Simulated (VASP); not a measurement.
Band structure of AgBr (rock salt). Calculation: PBEsol GGA, VASP's PBE PAW potentials (set 64) (plane waves; VASP 6.6.1).

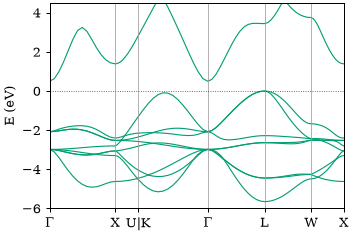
*Bands along high-symmetry lines, zero at the valence-band maximum or, without a gap, the Fermi level*

### Question
Read the plot: is there a gap, and where are the band edges?

### Answer
The gap is indirect, 0.50 eV, from the valence maximum at L to the conduction minimum at Γ. (Edges off the drawn lines would not show.)

The compound is AgBr in the rock salt structure. It was relaxed first.
